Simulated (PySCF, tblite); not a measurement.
# C₅H₈B₂Cl₂: geometry, infrared bands and NMR shifts

Aim: predict the infrared bands and NMR shifts of C₅H₈B₂Cl₂ (`C=C1C[C@@H]1BCB(Cl)Cl`).

Computed with tblite 0.8.0 and PySCF 2.14.0, with density-fitted response routines of our own, on a single molecule in the gas phase. Atoms are numbered from 0 throughout.

## 1. The starting structure

17 atoms, charge 0, multiplicity 1; geometry from: force field or distance geometry start.

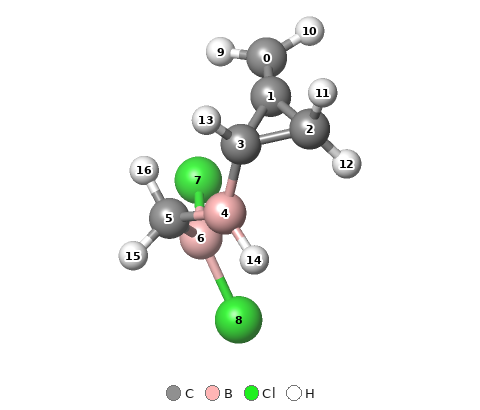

The starting geometry (carbon grey, boron pink, chlorine green, hydrogen white), atoms numbered.

## 2. Relaxing the molecule with GFN2-xTB

The job: settings as JSON, then the geometry in Å.

```
{"job": {"kind": "relax", "xc": "GFN2-xTB", "basis": "xTB"}, "charge": 0, "multiplicity": 1}
C     -1.186500     1.271600     1.486600
C     -1.388700     0.341400     0.554800
C     -1.972800    -0.989700     0.087500
C     -1.169900    -0.239700    -0.842800
B      0.324900    -0.765400    -1.026400
C      1.539700     0.258800    -1.029100
B      2.471500    -0.000800     0.235700
Cl     2.638700     1.288200     1.554300
Cl     3.448300    -1.569900     0.377800
H     -0.587400     2.139500     1.266000
H     -1.653200     1.169700     2.464500
H     -3.082900    -0.912500    -0.063900
H     -1.536700    -1.854100     0.620900
H     -1.674700     0.347900    -1.622500
H      0.530800    -1.913000    -1.149000
H      2.136000     0.139100    -1.943200
H      1.155800     1.301200    -0.981400
```

Launch:

```sh
$ OMP_NUM_THREADS=1 python probes_run.py task.json out
```

One launch serves the whole session: the jobs run in the order shown.

Standard output:

```text
step      E/eV     max force
  0    -715.94644    3.330
  1    -716.32273    1.615
  2    -716.54706    1.548
  3    -716.60308    1.644
  4    -716.63300    0.444
  5    -716.64543    0.267
  6    -716.65430    0.236
  7    -716.65998    0.242
  8    -716.66375    0.148
  9    -716.66693    0.150
 10    -716.67023    0.147
 11    -716.67295    0.165
 12    -716.67538    0.155
 13    -716.67803    0.152
 14    -716.68085    0.151
 15    -716.68324    0.132
 16    -716.68511    0.113
 17    -716.68697    0.109
 18    -716.68922    0.121
 19    -716.69153    0.124
 20    -716.69323    0.090
 21    -716.69432    0.108
 22    -716.69527    0.104
 23    -716.69633    0.100
 24    -716.69745    0.106
 25    -716.69847    0.069
 26    -716.69936    0.077
 27    -716.70025    0.088
 28    -716.70130    0.091
 29    -716.70269    0.103
 30    -716.70462    0.142
 31    -716.70713    0.144
 32    -716.70983    0.137
 33    -716.71225    0.155
 34    -716.71430    0.131
 35    -716.71620    0.129
 36    -716.71808    0.111
 37    -716.71965    0.085
 38    -716.72092    0.088
 39    -716.72236    0.097
 40    -716.72456    0.144
 41    -716.72767    0.153
 42    -716.73100    0.152
 43    -716.73376    0.137
 44    -716.73561    0.207
 45    -716.73828    0.155
 46    -716.74136    0.139
 47    -716.74819    0.189
 48    -716.75169    0.193
 49    -716.75781    0.172
 50    -716.76305    0.184
 51    -716.76855    0.229
 52    -716.77203    0.251
 53    -716.77823    0.272
 54    -716.78381    0.203
 55    -716.79018    0.155
 56    -716.79232    0.118
 57    -716.79498    0.113
 58    -716.79783    0.163
 59    -716.80181    0.170
 60    -716.80581    0.153
 61    -716.81153    0.179
 62    -716.81566    0.216
 63    -716.82229    0.201
 64    -716.82715    0.200
 65    -716.83167    0.174
 66    -716.83325    0.217
 67    -716.83694    0.109
 68    -716.83874    0.107
 69    -716.84085    0.082
 70    -716.84297    0.103
 71    -716.84532    0.119
 72    -716.84753    0.105
 73    -716.84975    0.100
 74    -716.85200    0.123
 75    -716.85427    0.113
 76    -716.85631    0.117
 77    -716.85805    0.107
 78    -716.85948    0.075
 79    -716.86077    0.086
 80    -716.86187    0.065
 81    -716.86267    0.066
 82    -716.86319    0.067
 83    -716.86362    0.058
 84    -716.86403    0.047
 85    -716.86441    0.042
 86    -716.86472    0.037
 87    -716.86499    0.035
 88    -716.86527    0.037
 89    -716.86560    0.041
 90    -716.86596    0.040
 91    -716.86637    0.051
 92    -716.86691    0.073
 93    -716.86770    0.088
 94    -716.86877    0.088
 95    -716.87002    0.082
 96    -716.87131    0.073
 97    -716.87257    0.076
 98    -716.87374    0.069
 99    -716.87472    0.068
100    -716.87548    0.077
101    -716.87605    0.083
102    -716.87693    0.065
103    -716.87806    0.062
104    -716.87947    0.063
105    -716.88008    0.067
106    -716.88066    0.060
107    -716.88111    0.051
108    -716.88173    0.060
109    -716.88243    0.061
110    -716.88328    0.057
111    -716.88403    0.068
112    -716.88481    0.070
113    -716.88527    0.030
114    -716.88546    0.045
115    -716.88556    0.028
116    -716.88566    0.042
117    -716.88582    0.024
118    -716.88603    0.034
119    -716.88614    0.020
120    -716.88620    0.019
121    -716.88625    0.014
122    -716.88628    0.012
123    -716.88631    0.014
124    -716.88633    0.014
125    -716.88635    0.012
126    -716.88638    0.012
127    -716.88641    0.014
128    -716.88646    0.018
129    -716.88653    0.017
130    -716.88662    0.018
131    -716.88672    0.018
132    -716.88679    0.017
133    -716.88684    0.019
134    -716.88690    0.018
135    -716.88698    0.020
136    -716.88707    0.022
137    -716.88715    0.028
138    -716.88723    0.031
139    -716.88732    0.029
140    -716.88741    0.024
141    -716.88752    0.025
142    -716.88762    0.023
143    -716.88773    0.028
144    -716.88785    0.032
145    -716.88800    0.030
146    -716.88814    0.032
147    -716.88825    0.029
148    -716.88836    0.022
149    -716.88848    0.025
150    -716.88865    0.028
151    -716.88886    0.045
152    -716.88910    0.046
153    -716.88934    0.035
154    -716.88953    0.030
155    -716.88968    0.024
156    -716.88979    0.025
157    -716.88988    0.021
158    -716.88996    0.018
159    -716.89004    0.016
160    -716.89008    0.013
161    -716.89011    0.013
162    -716.89014    0.012
163    -716.89018    0.015
164    -716.89022    0.018
165    -716.89027    0.015
166    -716.89032    0.017
167    -716.89039    0.020
168    -716.89050    0.030
169    -716.89066    0.044
170    -716.89085    0.045
171    -716.89102    0.028
172    -716.89113    0.020
173    -716.89121    0.020
174    -716.89127    0.025
175    -716.89130    0.019
176    -716.89133    0.016
177    -716.89135    0.011
178    -716.89138    0.011
179    -716.89141    0.015
180    -716.89146    0.018
181    -716.89152    0.022
182    -716.89159    0.017
183    -716.89163    0.011
184    -716.89165    0.009
```

Wall time 1.7 s (1 thread of Arm Neoverse V1, shared host); peak memory 0.18 GiB.

Relaxation path: (not every step is listed)

```tsv
step	energy from step 0 (eV)	largest force (eV/Å)
0	0.0000	3.3297
1	-0.3763	1.6153
2	-0.6006	1.5484
3	-0.6566	1.6438
4	-0.6866	0.4438
5	-0.6990	0.2665
6	-0.7079	0.2362
7	-0.7135	0.2418
8	-0.7173	0.1482
25	-0.7520	0.0690
42	-0.7846	0.1522
59	-0.8554	0.1700
76	-0.9099	0.1167
93	-0.9213	0.0881
110	-0.9368	0.0572
127	-0.9400	0.0137
144	-0.9414	0.0322
161	-0.9437	0.0127
178	-0.9449	0.0114
179	-0.9450	0.0147
180	-0.9450	0.0185
181	-0.9451	0.0220
182	-0.9451	0.0167
183	-0.9452	0.0109
184	-0.9452	0.0094
```

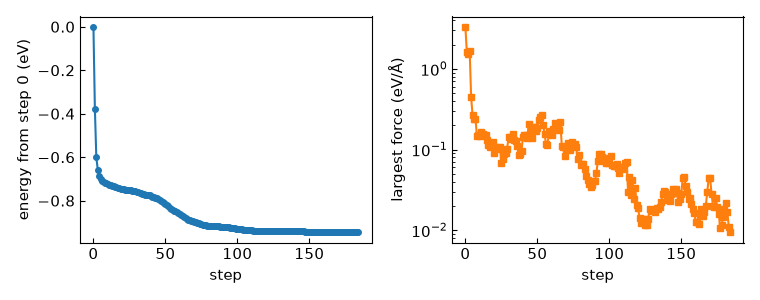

Energy and force, step by step.

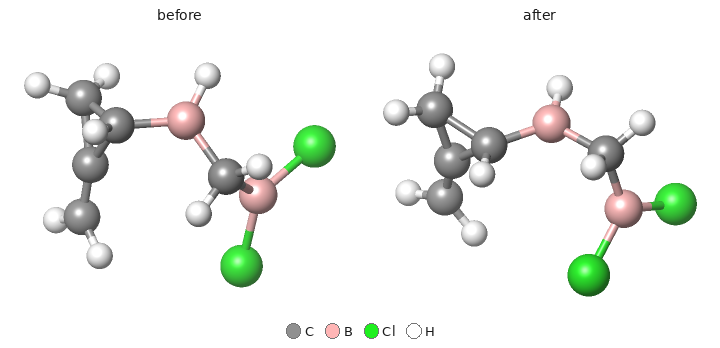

The geometry before (left) and after (right).

Distances of close pairs at the start and the end, largest changes first:

```tsv
bond	before (Å)	after (Å)	change (Å)
B6–Cl8	1.854	1.722	-0.132
B6–Cl7	1.852	1.724	-0.127
C2–C3	1.440	1.540	+0.100
C1–C2	1.527	1.447	-0.080
C3–B4	1.595	1.535	-0.060
C2–H11	1.123	1.081	-0.042
C1–C3	1.529	1.494	-0.036
C0–C1	1.332	1.305	-0.027
```

The end geometry stands in the next job.

## 3. Infrared spectrum with GFN2-xTB

The job: settings as JSON, then the geometry in Å.

```
{"job": {"kind": "ir", "xc": "GFN2-xTB", "basis": "xTB"}, "charge": 0, "multiplicity": 1}
C     -1.300871     0.627599     2.035326
C     -1.460762     0.169839     0.823336
C     -2.236901    -0.523833    -0.181155
C     -0.857431     0.058891    -0.538365
B      0.387292    -0.831588    -0.657863
C      1.705319    -0.258971    -1.346943
B      2.521490     0.489177    -0.226137
Cl     2.172554     2.128975     0.176167
Cl     3.726155    -0.320475     0.700554
H     -0.410253     1.158835     2.328830
H     -2.061884     0.501781     2.788878
H     -3.107088    -0.038326    -0.599920
H     -2.322394    -1.599412    -0.121054
H     -0.893900     0.988167    -1.100081
H      0.404186    -1.899051    -0.177008
H      2.291216    -1.072814    -1.770492
H      1.436273     0.433237    -2.143982
```

Standard output:

```text
mode    cm-1     km/mol
  1      20.0      0.04
  2      27.4      0.42
  3      31.6      0.03
  4     106.4      0.29
  5     186.5      1.08
  6     197.0      0.50
  7     259.5      5.48
  8     267.5      1.23
  9     329.8      1.86
 10     355.9      3.38
 11     382.7      1.24
 12     449.9      7.05
 13     516.6      6.56
 14     646.2      5.12
 15     672.5     44.06
 16     717.1     45.88
 17     775.6      7.89
 18     808.1     30.49
 19     869.4     14.27
 20     877.2     39.33
 21     937.2     15.00
 22     944.5     65.00
 23     972.5     25.52
 24    1004.3    358.14
 25    1034.8     18.47
 26    1043.7     14.56
 27    1051.1     76.70
 28    1076.6    128.92
 29    1088.6     13.33
 30    1109.6    129.08
 31    1126.6     18.92
 32    1177.8     52.79
 33    1302.8    127.61
 34    1408.3      0.10
 35    1434.9      2.59
 36    1461.9      2.75
 37    1887.8     58.60
 38    2640.1     95.07
 39    2997.9     10.62
 40    3009.3     14.03
 41    3012.5     42.78
 42    3070.2     25.28
 43    3076.8     22.47
 44    3083.0     16.88
 45    3102.2     34.13
```

Run time: 0.75 s. Hardware: 1 thread of Arm Neoverse V1, shared host; peak memory 0.18 GiB.

Which atoms move in the most intense modes:

```tsv
cm⁻¹	km/mol	atoms
944	65.0	C5 24 %, B4 18 %, H14 15 %, H16 12 %
1004	358.1	B6 55 %, C5 32 %
1051	76.7	H16 29 %, H15 16 %, B4 14 %, H12 11 %
1077	128.9	C1 30 %, H10 17 %, H9 13 %, C3 11 %
1110	129.1	H16 41 %, H15 36 %, C5 13 %
1303	127.6	C3 39 %, H13 29 %, B4 14 %
1888	58.6	C1 65 %, C0 27 %
2640	95.1	H14 92 %
```

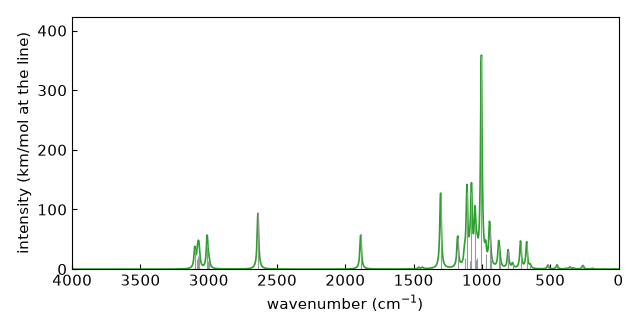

The infrared spectrum from these modes, unscaled. Lines are broadened to a width of 14 cm⁻¹ (Lorentzian).

## 4. NMR shieldings: PBE0/pcSseg-1

Same as in step 3 but for these lines:

```diff
@@ -1,2 +1,2 @@
-{"job": {"kind": "ir", "xc": "GFN2-xTB", "basis": "xTB"}, "charge": 0, "multiplicity": 1}
+{"job": {"kind": "nmr", "xc": "PBE0", "basis": "pcSseg-1"}, "charge": 0, "multiplicity": 1}
 C     -1.300871     0.627599     2.035326
```

Level: GIAO PBE0/pcSseg-1 NMR shielding, non-relativistic, gas phase.

Standard output:

```text
coarse grid: 15816 points
cycle   1  E = -1164.6883387256  dE =  1.262e+00  |g| = 4.514e-01  |ddm| = 3.836e+00
cycle   2  E = -1164.6889143057  dE = -5.756e-04  |g| = 4.669e-01  |ddm| = 8.206e-01
cycle   3  E = -1164.7448168029  dE = -5.590e-02  |g| = 4.560e-02  |ddm| = 4.301e-01
cycle   4  E = -1164.7452426456  dE = -4.258e-04  |g| = 2.353e-02  |ddm| = 6.644e-02
cycle   5  E = -1164.7453863135  dE = -1.437e-04  |g| = 5.741e-03  |ddm| = 2.635e-02
cycle   6  E = -1164.7453941811  dE = -7.868e-06  |g| = 1.859e-03  |ddm| = 7.132e-03
final grid: 144928 points
cycle   7  E = -1164.7933432092  dE = -4.414e-05  |g| = 9.328e-03  |ddm| = 3.320e-02
cycle   8  E = -1164.7933304265  dE =  1.278e-05  |g| = 1.160e-02  |ddm| = 1.921e-02
cycle   9  E = -1164.7933650612  dE = -3.463e-05  |g| = 1.991e-03  |ddm| = 1.122e-02
cycle  10  E = -1164.7933659641  dE = -9.029e-07  |g| = 4.179e-04  |ddm| = 1.727e-03
cycle  11  E = -1164.7933660030  dE = -3.894e-08  |g| = 1.090e-04  |ddm| = 3.944e-04
cycle  12  E = -1164.7933660058  dE = -2.770e-09  |g| = 3.309e-05  |ddm| = 1.447e-04
cycle  13  E = -1164.7933660061  dE = -3.015e-10  |g| = 6.351e-06  |ddm| = 3.862e-05
converged SCF energy = -1164.7933660061

GIAO shielding tensors (ppm)
atom      isotropic    diamagn.    paramagn.     s11        s22        s33       span
  0 C       76.458     255.885    -179.426    -23.214     84.516    168.073    191.288
  1 C       44.362     262.796    -218.434    -40.830     -0.499    174.414    215.243
  2 C      168.973     256.211     -87.238    147.741    165.018    194.160     46.419
  3 C      158.870     252.675     -93.805    110.466    157.627    208.517     98.051
  4 B       22.076     192.370    -170.293    -46.071     -2.537    114.838    160.909
  5 C      137.921     256.342    -118.422     77.204    151.232    185.327    108.123
  6 B       41.419     191.867    -150.448     -1.211     37.999     87.469     88.680
  7 Cl     661.775    1149.590    -487.815    377.061    732.702    875.562    498.500
  8 Cl     654.656    1147.524    -492.868    369.403    725.552    869.012    499.610
  9 H       26.107      33.377      -7.270     23.094     25.567     29.660      6.566
 10 H       25.824      27.916      -2.092     23.695     24.021     29.757      6.062
 11 H       29.828      30.636      -0.808     24.710     26.436     38.338     13.627
 12 H       29.948      31.482      -1.534     24.685     27.127     38.033     13.347
 13 H       29.711      33.337      -3.626     24.284     29.113     35.736     11.452
 14 H       25.218      31.693      -6.475     19.308     27.179     29.166      9.858
 15 H       28.825      29.886      -1.061     25.786     27.855     32.833      7.047
 16 H       28.937      32.001      -3.064     26.180     27.780     32.851      6.671
```

Wall time 35 s (1 thread of Arm Neoverse V1, shared host); peak memory 0.86 GiB.

Shifts follow as δ = σ(reference) − σ, with reference shieldings (ppm) from runs at the same level and on the same kind of geometry: 1H TMS 31.72, 13C TMS 186.9, 11B BF3·OEt2 100.1, 35Cl HCl 950. The references are single molecules in the gas phase. Atoms listed in one row are averaged.

```tsv
atoms	environment	σ (ppm)	δ (ppm)	δ scaled to CDCl3
C1	fully substituted alkene carbon	44.4	142.6	137.2
C0	terminal =CH2 carbon	76.5	110.5	105.9
C5	sp3 CH2 bonded to 2 B	137.9	49.0	45.9
C3	three-membered-ring carbon	158.9	28.1	25.5
C2	three-membered-ring carbon	169.0	18.0	15.6
H14	hydrogen on a boron bonded to 2 C	25.22	6.50	–
H10	hydrogen on a terminal =CH2 carbon	25.82	5.89	5.66
H9	hydrogen on a terminal =CH2 carbon	26.11	5.61	5.39
H15	hydrogen on an sp3 CH2 bonded to 2 B	28.82	2.89	2.83
H16	hydrogen on an sp3 CH2 bonded to 2 B	28.94	2.78	2.73
H13	hydrogen on a three-membered-ring carbon	29.71	2.01	2.00
H11	hydrogen on a three-membered-ring carbon	29.83	1.89	1.89
H12	hydrogen on a three-membered-ring carbon	29.95	1.77	1.77
B4	boron bonded to 2 C, H	22.1	78.0	–
B6	boron bonded to C, 2 Cl	41.4	58.6	–
Cl7, Cl8	chlorine bonded to B	658	292	–
```

The scaled column applies a straight-line fit of computed shieldings to shifts measured in CDCl3, with any fitted terms for Cl, Br or S neighbours (root-mean-square error 0.16 ppm for H, 1.9 ppm for C).

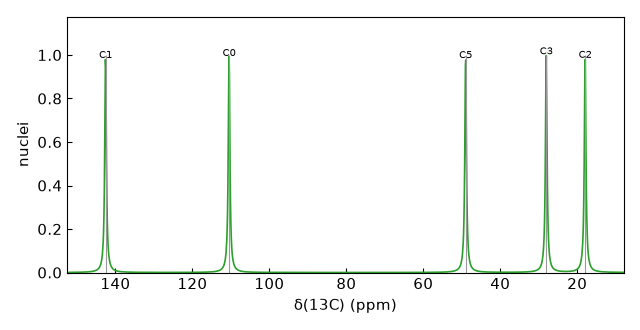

13C lines at the computed shifts, without couplings. Lines are broadened to a width of 0.50 ppm (Lorentzian).

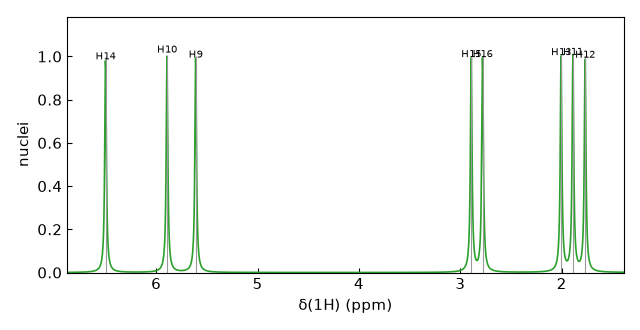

1H lines at the computed shifts, without couplings. Lines are broadened to a width of 0.02 ppm (Lorentzian).

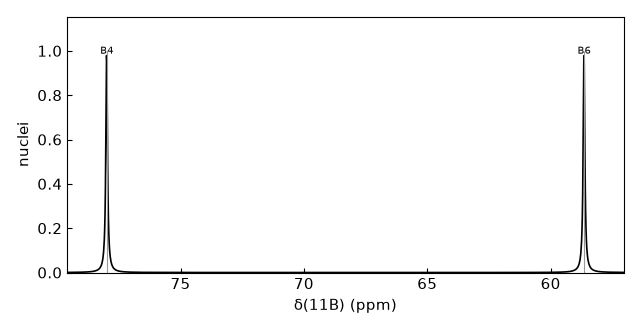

11B lines at the computed shifts, without couplings. Lines are broadened to a width of 0.08 ppm (Lorentzian).

The run also stored atomic charges by several schemes (e):

```tsv
atoms	Mulliken	IAO	Hirshfeld	ESP fit
C0	-0.10	-0.33	-0.11	-0.58
C1	-0.24	0.05	0.01	0.24
C2	-0.11	-0.28	-0.08	-0.42
C3	-0.43	-0.29	-0.12	-0.18
B4	0.37	0.18	0.16	0.27
C5	-0.59	-0.55	-0.22	-0.29
B6	0.38	0.16	0.17	0.22
Cl7, Cl8	-0.17	-0.04	-0.05	-0.12
```

ESP fit charges:

C0 -0.58; C1 0.24; C2 -0.42; C3 -0.18; B4 0.27; C5 -0.29; B6 0.22; Cl7 -0.12; Cl8 -0.11; H9 0.22; H10 0.22; H11 0.18; H12 0.17; H13 0.10; H14 -0.10; H15 0.09; H16 0.09

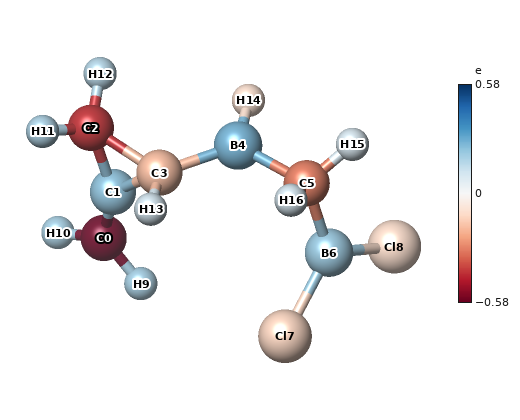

ESP fit charges, as colours on the atoms.

Mayer bond orders: C0–C1 2.06, C1–C2 0.97, C2–C3 0.94, C3–B4 1.01, B4–C5 0.96, C5–B6 1.04, B6–Cl7 1.17, B6–Cl8 1.18, C3–C1 0.85.

Ring of atoms C1, C2, C3: NICS(0) -31.5, NICS(1) -7.1, NICS(1)zz -19.3 ppm (means of both faces).

In rings of three or four atoms NICS is ruled by the nearby σ bonds, so it says little on aromaticity.

## 5. What came out

| quantity | value |
| --- | --- |
| strongest single infrared mode (GFN2-xTB) | 1004 cm⁻¹, 358 km/mol |
| zero-point energy (GFN2-xTB) | 75.1 kcal/mol |
| 13C shifts against TMS (PBE0/pcSseg-1) | 142.6, 110.5, 49.0, 28.1, 18.0 ppm |
| 1H shifts against TMS (PBE0/pcSseg-1) | 6.50, 5.89, 5.61, 2.89, 2.78, 2.01, 1.89, 1.77 ppm |
| 11B shifts against BF3·OEt2 (PBE0/pcSseg-1) | 78.0, 58.6 ppm |
| 35Cl shifts against HCl (PBE0/pcSseg-1, means over atoms taken as alike) | 292 ppm |

What this shows: Over 184 steps the energy fell by 0.945 eV; of the close pairs, B6–Cl8 changed most, 1.854 to 1.722 Å. No mode is imaginary among the 45: a minimum at this level. The strongest single mode, at 1004 cm⁻¹, moves mainly B6 and C5. GFN2-xTB is a fitted tight-binding method: band positions and strengths are rough. Its intensities can rank the bands wrongly. The most deshielded carbon is C1 (fully substituted alkene carbon), at 142.6 ppm: the olefinic region. At PBE0/pcSseg-1: The widest tensor belongs to Cl7, Cl8: span 499 ppm, with a paramagnetic part of -490 ppm.
